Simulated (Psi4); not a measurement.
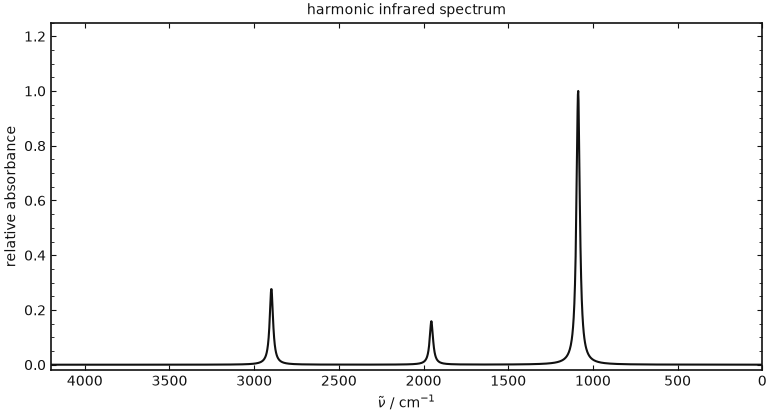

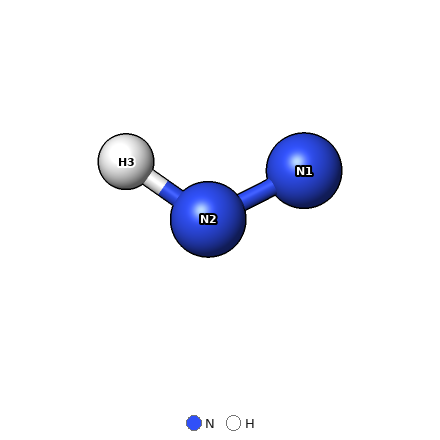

Infrared spectrum of N₂H (dinitrogen monohydride), SMILES [N]=N, doublet. Unscaled harmonic wavenumbers and double-harmonic intensities, M06-2X/aug-cc-pVDZ with Psi4, at a geometry relaxed at this level, isolated molecule. Lorentzian lines of 24 cm⁻¹ full width. Close modes add up in the curve.

List the modes.

```tsv
cm⁻¹	km/mol
1087.2	106.6
1953.7	16.9
2898.4	29.6
```

Caveats: double-zeta basis.
